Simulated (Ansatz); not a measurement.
# Pressure series in ZnS

Take ZnS in the zinc blende structure (space group F-43m, No. 216; a = 5.443 Å) as the base.

Cell and atoms are relaxed at each pressure.

The values are results of Ansatz (a quantum-chemistry and plane-wave program), PBE, PAW, cutoff 420 eV, no spin-orbit coupling, not measurements.

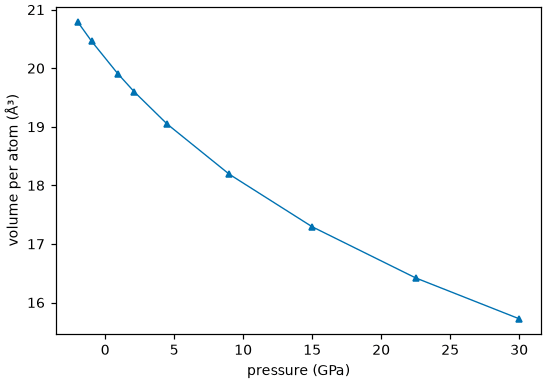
*Volume against pressure*

Problem. Estimate the zero-pressure bulk modulus from the plot.

Solution. About 70 GPa; a third-order Birch–Murnaghan fit to the points gives V₀ = 20.16 Å³/atom, B₀ = 70 GPa and B₀′ = 4.4.

Measured bulk modulus of ZnS: 77.1 GPa (temperature not stated; as listed in Cormac Toher et al., Physical Review Materials (2017)); the computed value is for a static lattice, so the two differ by thermal effects too.

Between the base and pressure 4.5 GPa the gap moves from 2.02 eV to 2.26 eV, a mean slope of 55 meV/GPa.

Load acts through the strain it causes; cell and atoms are relaxed under it. No phonon test of stability was made. Measured, ZnS leaves this structure (for rock salt) near 14.7 GPa (temperature not stated; as listed in Datta, Sujoy, Jana, Debnarayan, arXiv (2020)), on rising pressure, with hysteresis.
